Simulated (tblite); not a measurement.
# Geometry relaxation, with input and output: CH6FSi3 (part 1 of 2)

System: CH6FSi3, multiplicity 2, SMILES F[SiH]1[SiH2][CH][SiH2]1.
Method: GFN2-xTB geometry optimisation, gas phase (tblite 0.8.0).

It belongs to a series of runs on one base structure; here: H removed from sp3 C.

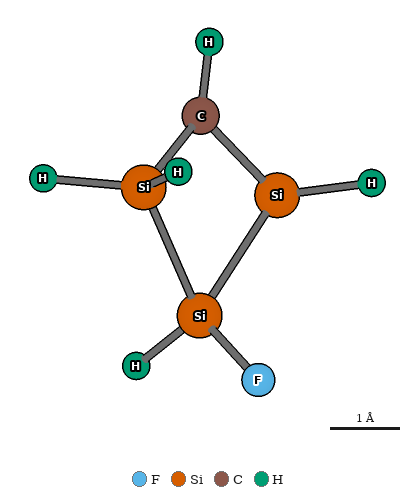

*The starting structure (ball-and-stick view, seen at an oblique angle).*

### Results in brief

| quantity | value |
| --- | --- |
| outcome | converged |
| total energy | −409.6593 eV |
| hardware | 1 CPU thread, shared host |
| peak memory | 0.18 GiB |

### The input
```
{"job": {"kind": "relax", "xc": "GFN2-xTB", "basis": "xTB"}, "charge": 0, "multiplicity": 2}
F      0.219000     2.583000    -0.856700
Si     0.118900     1.017600    -1.139100
Si     1.345300    -0.278200     0.295500
C     -0.119200    -1.168600     0.798600
Si    -1.385600    -0.101700     0.156600
H      0.172600     0.661900    -2.582800
H      2.317600    -1.160100    -0.385000
H      1.949600     0.458100     1.439500
H     -0.200700    -1.852700     1.646200
H     -2.014200     0.706000     1.231800
H     -2.397800    -0.862600    -0.630600
```

The first line tells a small driver script what to run in tblite; the rest is the geometry in Å.

Launch command:
```bash
OMP_NUM_THREADS=1 python <driver script> task.json out
```

### Log
```
step      E/eV     max force
  0    -408.93946    3.601
  1    -409.19864    1.041
  2    -409.26842    0.610
  3    -409.32444    0.670
  4    -409.38907    0.831
  5    -409.44458    0.887
  6    -409.49080    0.574
  7    -409.52240    0.431
  8    -409.54123    0.424
  9    -409.56299    0.478
 10    -409.58108    0.402
 11    -409.59130    0.241
 12    -409.59938    0.229
 13    -409.60679    0.168
 14    -409.60969    0.108
 15    -409.61080    0.070
 16    -409.61166    0.088
 17    -409.61277    0.106
 18    -409.61423    0.147
 19    -409.61554    0.125
 20    -409.61642    0.071
 21    -409.61717    0.098
 22    -409.61818    0.124
 23    -409.61942    0.127
 24    -409.62051    0.110
 25    -409.62124    0.071
 26    -409.62181    0.099
 27    -409.62254    0.125
 28    -409.62329    0.102
 29    -409.62372    0.051
 30    -409.62390    0.042
 31    -409.62403    0.042
 32    -409.62426    0.065
 33    -409.62473    0.089
 34    -409.62559    0.100
 35    -409.62681    0.118
 36    -409.62800    0.093
 37    -409.62894    0.070
 38    -409.62971    0.085
 39    -409.63071    0.096
 40    -409.63249    0.141
 41    -409.63517    0.182
 42    -409.63880    0.185
 43    -409.64283    0.195
 44    -409.64585    0.145
 45    -409.64685    0.143
 46    -409.64796    0.093
 47    -409.64869    0.070
 48    -409.64974    0.069
 49    -409.65032    0.069
 50    -409.65115    0.089
 51    -409.65203    0.092
 52    -409.65333    0.110
 53    -409.65499    0.147
 54    -409.65668    0.131
 55    -409.65755    0.060
 56    -409.65776    0.034
 57    -409.65785    0.025
 58    -409.65795    0.033
 59    -409.65811    0.047
 60    -409.65834    0.055
 61    -409.65863    0.050
 62    -409.65887    0.034
 63    -409.65898    0.024
 64    -409.65902    0.017
 65    -409.65905    0.016
 66    -409.65908    0.021
 67    -409.65914    0.029
 68    -409.65920    0.030
 69    -409.65926    0.019
 70    -409.65929    0.010
 71    -409.65930    0.008
```

### Trajectory as extended XYZ (Å, eV, eV/Å), 43 of the 72 frames kept, from step=0 to step=71
```
11
Properties=species:S:1:pos:R:3:forces:R:3 step=0 energy=-408.93946
F     0.2190    2.5830   -0.8567    0.0550   0.7660  -0.1750
Si    0.1189    1.0176   -1.1391    0.0650  -0.8140  -0.7490
Si    1.3453   -0.2782    0.2955    3.1310   0.3850  -0.0220
C    -0.1192   -1.1686    0.7986    0.0720  -2.0750   1.7060
Si   -1.3856   -0.1017    0.1566   -3.4750   0.7940  -0.5080
H     0.1726    0.6619   -2.5828    0.0140   0.5310   0.3650
H     2.3176   -1.1601   -0.3850    0.1420   0.1610   0.1520
H     1.9496    0.4581    1.4395    0.1500  -0.1040  -0.2820
H    -0.2007   -1.8527    1.6462    0.0100   0.1270  -0.4540
H    -2.0142    0.7060    1.2318   -0.1490  -0.0390  -0.2510
H    -2.3978   -0.8626   -0.6306   -0.0150   0.2670   0.2170
11
Properties=species:S:1:pos:R:3:forces:R:3 step=2 energy=-409.26842
F     0.2202    2.5988   -0.8643   -0.0040  -0.1510  -0.3300
Si    0.1202    0.9953   -1.1497   -0.0010  -0.2250   0.3770
Si    1.4142   -0.2723    0.2961    0.3400  -0.0330  -0.0060
C    -0.1170   -1.1903    0.8177   -0.0090   0.4950  -0.0610
Si   -1.4612   -0.0891    0.1466   -0.3070  -0.0450  -0.0200
H     0.1732    0.6784   -2.5755    0.0280   0.4140  -0.0340
H     2.3273   -1.1594   -0.3822    0.5560  -0.2370  -0.0450
H     1.9570    0.4563    1.4345    0.3680   0.0490   0.1060
H    -0.2021   -1.8632    1.6500   -0.0190  -0.2100   0.0300
H    -2.0219    0.7066    1.2278   -0.3760   0.1140   0.0900
H    -2.4046   -0.8585   -0.6267   -0.5760  -0.1710  -0.1070
11
Properties=species:S:1:pos:R:3:forces:R:3 step=3 energy=-409.32444
F     0.2204    2.5988   -0.8755   -0.0160  -0.3310  -0.3260
Si    0.1205    0.9829   -1.1417   -0.0110  -0.0180   0.3740
Si    1.4407   -0.2722    0.2964   -0.1390  -0.0960  -0.0460
C    -0.1165   -1.1782    0.8171   -0.0230   0.3020   0.2490
Si   -1.4884   -0.0880    0.1437    0.1980  -0.0750   0.0360
H     0.1741    0.6943   -2.5746    0.0260   0.3790  -0.0100
H     2.3453   -1.1659   -0.3828    0.5530  -0.2520  -0.0260
H     1.9692    0.4572    1.4361    0.4040   0.0550   0.1590
H    -0.2032   -1.8741    1.6547    0.0280   0.1620  -0.3920
H    -2.0344    0.7100    1.2293   -0.4000   0.0960   0.1030
H    -2.4223   -0.8621   -0.6287   -0.6200  -0.2220  -0.1220
11
Properties=species:S:1:pos:R:3:forces:R:3 step=5 energy=-409.44458
F     0.2201    2.5807   -0.9214   -0.0160  -0.3230  -0.1770
Si    0.1205    0.9519   -1.1086   -0.0280   0.2210  -0.0940
Si    1.4979   -0.2804    0.2951   -0.5500  -0.2210   0.0320
C    -0.1155   -1.1329    0.8315   -0.0060  -0.0490   0.4600
Si   -1.5456   -0.0913    0.1389    0.5530  -0.1820   0.1010
H     0.1779    0.7563   -2.5682    0.0120   0.2390   0.1730
H     2.4191   -1.1933   -0.3819    0.2220  -0.0080   0.1990
H     2.0232    0.4604    1.4470    0.3230  -0.1120  -0.0380
H    -0.2042   -1.8893    1.6418    0.0700   0.5370  -0.7030
H    -2.0888    0.7215    1.2363   -0.3140  -0.0990  -0.1060
H    -2.4989   -0.8808   -0.6363   -0.2660  -0.0020   0.1540
11
Properties=species:S:1:pos:R:3:forces:R:3 step=7 energy=-409.52240
F     0.2192    2.5552   -0.9607    0.0090   0.1630   0.0030
Si    0.1187    0.9408   -1.0956   -0.0210  -0.0440  -0.2280
Si    1.5061   -0.2998    0.2986   -0.1050  -0.1170   0.1220
C    -0.1144   -1.0968    0.8563    0.0320   0.1090  -0.0230
Si   -1.5545   -0.1064    0.1426    0.0550  -0.1030   0.0860
H     0.1810    0.8108   -2.5538    0.0070   0.0730   0.0170
H     2.4777   -1.2087   -0.3667   -0.1020   0.2060   0.3260
H     2.0772    0.4531    1.4479    0.1640  -0.2460  -0.2820
H    -0.2019   -1.8767    1.6025    0.0030  -0.0230  -0.0720
H    -2.1428    0.7208    1.2312   -0.1610  -0.2310  -0.3040
H    -2.5609   -0.8897   -0.6282    0.1200   0.2130   0.3550
11
Properties=species:S:1:pos:R:3:forces:R:3 step=8 energy=-409.54123
F     0.2192    2.5519   -0.9692    0.0110   0.2270   0.0350
Si    0.1177    0.9393   -1.0984   -0.0090  -0.0740  -0.1190
Si    1.5005   -0.3076    0.3023    0.1020  -0.0200   0.0850
C    -0.1135   -1.0868    0.8628    0.0180   0.1400  -0.1400
Si   -1.5501   -0.1130    0.1461   -0.1320  -0.0200   0.0410
H     0.1818    0.8241   -2.5499    0.0090   0.0320  -0.1230
H     2.4879   -1.2071   -0.3551   -0.1340   0.1980   0.2990
H     2.0933    0.4454    1.4414    0.1360  -0.2240  -0.2820
H    -0.2009   -1.8715    1.5891   -0.0240  -0.2600   0.1600
H    -2.1587    0.7147    1.2227   -0.1360  -0.2050  -0.2910
H    -2.5717   -0.8867   -0.6177    0.1600   0.2060   0.3340
11
Properties=species:S:1:pos:R:3:forces:R:3 step=10 energy=-409.58108
F     0.2194    2.5546   -0.9864   -0.0010   0.0870   0.0780
Si    0.1153    0.9344   -1.1067    0.0250   0.0750   0.0620
Si    1.4973   -0.3223    0.3124    0.1600   0.2050  -0.0850
C    -0.1120   -1.0633    0.8749   -0.0480  -0.1560  -0.0010
Si   -1.5495   -0.1251    0.1543   -0.1130   0.1690  -0.0790
H     0.1843    0.8556   -2.5524    0.0100  -0.0400  -0.2760
H     2.5053   -1.1948   -0.3143   -0.0230   0.0030   0.0990
H     2.1383    0.4176    1.4134    0.1570  -0.0320  -0.0710
H    -0.2002   -1.8751    1.5671   -0.0340  -0.3210   0.2390
H    -2.2035    0.6920    1.1894   -0.1630  -0.0030  -0.0710
H    -2.5894   -0.8708   -0.5778    0.0300   0.0130   0.1050
11
Properties=species:S:1:pos:R:3:forces:R:3 step=12 energy=-409.59938
F     0.2195    2.5614   -0.9889   -0.0080  -0.0160   0.0780
Si    0.1158    0.9369   -1.1101    0.0310   0.1150  -0.0700
Si    1.5022   -0.3174    0.3122   -0.1310   0.1340  -0.0950
C    -0.1136   -1.0639    0.8818   -0.0090  -0.2160   0.0770
Si   -1.5535   -0.1208    0.1536    0.1500   0.1220  -0.0470
H     0.1859    0.8673   -2.5676   -0.0010  -0.0420  -0.0590
H     2.5119   -1.1893   -0.2896    0.0610  -0.1210  -0.0200
H     2.1689    0.4032    1.3968    0.1730   0.0880   0.0880
H    -0.2016   -1.8932    1.5689   -0.0080  -0.0500   0.0230
H    -2.2342    0.6816    1.1702   -0.1700   0.1090   0.0710
H    -2.5959   -0.8632   -0.5533   -0.0880  -0.1240  -0.0450
11
Properties=species:S:1:pos:R:3:forces:R:3 step=14 energy=-409.60969
F     0.2191    2.5667   -0.9835   -0.0040   0.0030   0.0580
Si    0.1180    0.9448   -1.1172    0.0060   0.0180  -0.0930
Si    1.4990   -0.3060    0.3069   -0.0450  -0.0260   0.0250
C    -0.1149   -1.0764    0.8865    0.0210  -0.0200  -0.0170
Si   -1.5487   -0.1108    0.1506    0.0350  -0.0090   0.0340
H     0.1867    0.8691   -2.5807   -0.0040  -0.0160   0.0610
H     2.5157   -1.1924   -0.2768   -0.0240  -0.0680  -0.0130
H     2.1946    0.4003    1.3916    0.0700   0.0560   0.0260
H    -0.2032   -1.9092    1.5753    0.0080   0.0760  -0.0770
H    -2.2598    0.6821    1.1629   -0.0660   0.0650   0.0210
H    -2.6011   -0.8655   -0.5417    0.0030  -0.0790  -0.0240
11
Properties=species:S:1:pos:R:3:forces:R:3 step=15 energy=-409.61080
F     0.2189    2.5670   -0.9817   -0.0030   0.0120   0.0520
Si    0.1184    0.9460   -1.1196   -0.0010  -0.0080  -0.0310
Si    1.4978   -0.3053    0.3067    0.0180  -0.0320   0.0450
C    -0.1146   -1.0780    0.8864    0.0140   0.0350  -0.0510
Si   -1.5474   -0.1099    0.1509   -0.0250  -0.0200   0.0400
H     0.1867    0.8690   -2.5808   -0.0020  -0.0110   0.0230
H     2.5159   -1.1946   -0.2761   -0.0500  -0.0430  -0.0010
H     2.1987    0.4016    1.3920    0.0390   0.0330  -0.0130
H    -0.2033   -1.9094    1.5746    0.0060   0.0460  -0.0520
H    -2.2638    0.6839    1.1631   -0.0380   0.0390  -0.0110
H    -2.6019   -0.8678   -0.5414    0.0400  -0.0510  -0.0020
11
Properties=species:S:1:pos:R:3:forces:R:3 step=17 energy=-409.61277
F     0.2185    2.5678   -0.9763   -0.0020  -0.0020   0.0350
Si    0.1188    0.9469   -1.1234   -0.0090  -0.0250   0.1030
Si    1.4981   -0.3063    0.3097    0.0780   0.0040   0.0330
C    -0.1134   -1.0769    0.8832   -0.0120   0.0710  -0.0560
Si   -1.5480   -0.1099    0.1541   -0.0740  -0.0020   0.0200
H     0.1866    0.8689   -2.5800    0.0030  -0.0010  -0.0530
H     2.5134   -1.2009   -0.2749   -0.0650  -0.0180   0.0100
H     2.2081    0.4054    1.3913    0.0030   0.0030  -0.0610
H    -0.2028   -1.9067    1.5695    0.0020  -0.0170   0.0020
H    -2.2730    0.6890    1.1620   -0.0010   0.0010  -0.0550
H    -2.6009   -0.8747   -0.5409    0.0770  -0.0130   0.0230
11
Properties=species:S:1:pos:R:3:forces:R:3 step=19 energy=-409.61554
F     0.2177    2.5691   -0.9642   -0.0020  -0.0420   0.0070
Si    0.1189    0.9475   -1.1238   -0.0100  -0.0170   0.1230
Si    1.5026   -0.3067    0.3162    0.0270   0.0470  -0.0320
C    -0.1125   -1.0725    0.8758   -0.0250   0.0350   0.0300
Si   -1.5528   -0.1091    0.1604   -0.0210   0.0320  -0.0320
H     0.1868    0.8690   -2.5826    0.0020   0.0210  -0.0100
H     2.5044   -1.2128   -0.2707   -0.0380  -0.0190   0.0000
H     2.2264    0.4115    1.3846   -0.0100  -0.0040  -0.0600
H    -0.2020   -1.9034    1.5604    0.0000  -0.0340   0.0200
H    -2.2905    0.6972    1.1547    0.0180  -0.0160  -0.0620
H    -2.5935   -0.8870   -0.5369    0.0590  -0.0050   0.0160
11
Properties=species:S:1:pos:R:3:forces:R:3 step=20 energy=-409.61642
F     0.2173    2.5689   -0.9595   -0.0020  -0.0420   0.0020
Si    0.1187    0.9475   -1.1216   -0.0070  -0.0110   0.0610
Si    1.5044   -0.3056    0.3176   -0.0170   0.0400  -0.0530
C    -0.1127   -1.0707    0.8741   -0.0130   0.0140   0.0680
Si   -1.5546   -0.1079    0.1618    0.0200   0.0350  -0.0450
H     0.1869    0.8692   -2.5839   -0.0010   0.0280   0.0490
H     2.4999   -1.2170   -0.2689   -0.0220  -0.0260  -0.0070
H     2.2324    0.4132    1.3806   -0.0030   0.0050  -0.0400
H    -0.2017   -1.9032    1.5579    0.0000  -0.0190   0.0090
H    -2.2961    0.6994    1.1505    0.0120  -0.0070  -0.0450
H    -2.5891   -0.8911   -0.5347    0.0340  -0.0170   0.0000
11
Properties=species:S:1:pos:R:3:forces:R:3 step=22 energy=-409.61818
F     0.2166    2.5663   -0.9510    0.0010  -0.0010   0.0060
Si    0.1180    0.9468   -1.1149    0.0010   0.0050  -0.0780
Si    1.5057   -0.3015    0.3164   -0.0550  -0.0110  -0.0510
C    -0.1137   -1.0663    0.8757    0.0200   0.0010   0.1030
Si   -1.5557   -0.1038    0.1610    0.0590   0.0090  -0.0410
H     0.1870    0.8709   -2.5817   -0.0050   0.0270   0.1210
H     2.4899   -1.2256   -0.2664   -0.0070  -0.0310  -0.0140
H     2.2416    0.4166    1.3711    0.0060   0.0180  -0.0060
H    -0.2013   -1.9043    1.5547   -0.0020   0.0080  -0.0080
H    -2.3040    0.7026    1.1404   -0.0070   0.0160  -0.0030
H    -2.5787   -0.8991   -0.5313   -0.0110  -0.0420  -0.0290
11
Properties=species:S:1:pos:R:3:forces:R:3 step=24 energy=-409.62051
F     0.2156    2.5620   -0.9383    0.0050   0.0630   0.0160
Si    0.1167    0.9457   -1.1082    0.0080   0.0360  -0.1040
Si    1.5054   -0.2968    0.3115   -0.0090  -0.0600   0.0020
C    -0.1138   -1.0569    0.8847    0.0300   0.0260   0.0820
Si   -1.5545   -0.0978    0.1572    0.0150  -0.0400   0.0010
H     0.1868    0.8762   -2.5703   -0.0020   0.0130   0.0360
H     2.4746   -1.2415   -0.2644   -0.0040  -0.0200  -0.0120
H     2.2552    0.4232    1.3560   -0.0100   0.0040  -0.0080
H    -0.2008   -1.9055    1.5497   -0.0060   0.0040   0.0100
H    -2.3159    0.7089    1.1249   -0.0060   0.0130   0.0130
H    -2.5638   -0.9148   -0.5289   -0.0210  -0.0390  -0.0350
11
Properties=species:S:1:pos:R:3:forces:R:3 step=25 energy=-409.62124
F     0.2154    2.5617   -0.9343    0.0060   0.0650   0.0150
Si    0.1164    0.9459   -1.1080    0.0080   0.0400  -0.0350
Si    1.5053   -0.2970    0.3101    0.0120  -0.0500   0.0180
C    -0.1132   -1.0526    0.8897    0.0150   0.0350   0.0600
Si   -1.5539   -0.0971    0.1561   -0.0110  -0.0440   0.0160
H     0.1867    0.8787   -2.5656    0.0020   0.0090  -0.0450
H     2.4700   -1.2472   -0.2642   -0.0020  -0.0180  -0.0110
H     2.2595    0.4254    1.3510   -0.0190  -0.0050  -0.0190
H    -0.2008   -1.9056    1.5480   -0.0050  -0.0060   0.0250
H    -2.3201    0.7113    1.1203    0.0030   0.0000   0.0020
H    -2.5600   -0.9209   -0.5291   -0.0080  -0.0260  -0.0270
11
Properties=species:S:1:pos:R:3:forces:R:3 step=27 energy=-409.62254
F     0.2156    2.5653   -0.9281    0.0050   0.0250   0.0060
Si    0.1165    0.9490   -1.1093    0.0010   0.0280   0.0820
Si    1.5056   -0.3005    0.3090    0.0160  -0.0040   0.0160
C    -0.1116   -1.0443    0.9013   -0.0250   0.0220   0.0180
Si   -1.5536   -0.0990    0.1555   -0.0260  -0.0230   0.0250
H     0.1867    0.8834   -2.5624    0.0070   0.0150  -0.1240
H     2.4642   -1.2566   -0.2646    0.0050  -0.0210  -0.0130
H     2.2643    0.4280    1.3427   -0.0170  -0.0110  -0.0250
H    -0.2010   -1.9060    1.5473    0.0000  -0.0060   0.0390
H    -2.3256    0.7142    1.1138    0.0150  -0.0240  -0.0190
H    -2.5557   -0.9309   -0.5311    0.0200  -0.0010  -0.0060
11
Properties=species:S:1:pos:R:3:forces:R:3 step=29 energy=-409.62372
F     0.2161    2.5713   -0.9198    0.0050  -0.0180  -0.0060
Si    0.1167    0.9544   -1.1076   -0.0060  -0.0030   0.0380
Si    1.5055   -0.3040    0.3081   -0.0090   0.0100  -0.0030
C    -0.1113   -1.0350    0.9158   -0.0280  -0.0120  -0.0150
Si   -1.5537   -0.1019    0.1559   -0.0070   0.0020   0.0120
H     0.1871    0.8890   -2.5652    0.0040   0.0310  -0.0400
H     2.4565   -1.2682   -0.2654    0.0050  -0.0150  -0.0090
H     2.2689    0.4303    1.3313    0.0050  -0.0010  -0.0030
H    -0.2013   -1.9068    1.5493    0.0040   0.0220   0.0350
H    -2.3311    0.7158    1.1048    0.0000  -0.0250  -0.0100
H    -2.5480   -0.9422   -0.5332    0.0280   0.0100   0.0000
11
Properties=species:S:1:pos:R:3:forces:R:3 step=30 energy=-409.62390
F     0.2162    2.5718   -0.9183    0.0050  -0.0150  -0.0050
Si    0.1166    0.9552   -1.1065   -0.0060  -0.0100  -0.0060
Si    1.5052   -0.3041    0.3079   -0.0110  -0.0020  -0.0050
C    -0.1119   -1.0341    0.9174   -0.0120  -0.0140  -0.0160
Si   -1.5538   -0.1020    0.1562    0.0010   0.0030   0.0040
H     0.1872    0.8903   -2.5665    0.0020   0.0330   0.0020
H     2.4550   -1.2703   -0.2655    0.0010  -0.0090  -0.0060
H     2.2699    0.4306    1.3293    0.0080   0.0010   0.0020
H    -0.2013   -1.9065    1.5504    0.0020   0.0250   0.0340
H    -2.3320    0.7155    1.1029   -0.0100  -0.0160   0.0020
H    -2.5457   -0.9436   -0.5332    0.0190   0.0040  -0.0050
11
Properties=species:S:1:pos:R:3:forces:R:3 step=32 energy=-409.62426
F     0.2168    2.5714   -0.9164    0.0060  -0.0010   0.0000
Si    0.1159    0.9554   -1.1055   -0.0050  -0.0140  -0.0630
Si    1.5042   -0.3045    0.3072    0.0010  -0.0250  -0.0020
C    -0.1136   -1.0339    0.9186    0.0280  -0.0090  -0.0130
Si   -1.5539   -0.1019    0.1570    0.0120   0.0020  -0.0090
H     0.1876    0.8949   -2.5683   -0.0010   0.0290   0.0480
H     2.4526   -1.2740   -0.2660   -0.0120   0.0060   0.0020
H     2.2722    0.4311    1.3262    0.0020  -0.0040  -0.0020
H    -0.2011   -1.9041    1.5546   -0.0040   0.0240   0.0340
H    -2.3346    0.7139    1.1002   -0.0260   0.0010   0.0230
H    -2.5408   -0.9457   -0.5337   -0.0010  -0.0080  -0.0200
11
Properties=species:S:1:pos:R:3:forces:R:3 step=34 energy=-409.62559
F     0.2204    2.5700   -0.9098    0.0070   0.0140   0.0200
Si    0.1126    0.9556   -1.1068    0.0070  -0.0150  -0.0960
Si    1.5010   -0.3104    0.3043    0.0360  -0.0500   0.0030
C    -0.1169   -1.0325    0.9246    0.1000   0.0050  -0.0060
Si   -1.5538   -0.1026    0.1593    0.0250   0.0040  -0.0260
H     0.1891    0.9185   -2.5719   -0.0100   0.0030   0.0790
H     2.4434   -1.2895   -0.2698   -0.0310   0.0390   0.0250
H     2.2796    0.4326    1.3137   -0.0250  -0.0250  -0.0350
H    -0.2007   -1.8905    1.5772   -0.0170   0.0240   0.0310
H    -2.3467    0.7070    1.0936   -0.0570   0.0230   0.0520
H    -2.5226   -0.9555   -0.5404   -0.0370  -0.0220  -0.0470
11
Properties=species:S:1:pos:R:3:forces:R:3 step=36 energy=-409.62800
F     0.2283    2.5684   -0.8956    0.0050  -0.0030   0.0530
Si    0.1069    0.9557   -1.1134    0.0450  -0.0050  -0.0120
Si    1.4970   -0.3269    0.2982    0.0510  -0.0160  -0.0200
C    -0.1176   -1.0277    0.9393    0.0860   0.0180   0.0050
Si   -1.5525   -0.1055    0.1630    0.0080  -0.0010  -0.0070
H     0.1916    0.9675   -2.5758   -0.0220  -0.0480   0.0290
H     2.4241   -1.3194   -0.2776   -0.0060   0.0440   0.0350
H     2.2906    0.4340    1.2857   -0.0450  -0.0410  -0.0700
H    -0.2011   -1.8598    1.6258   -0.0200   0.0420   0.0040
H    -2.3731    0.6936    1.0841   -0.0620   0.0020   0.0350
H    -2.4887   -0.9773   -0.5595   -0.0400   0.0060  -0.0510
```
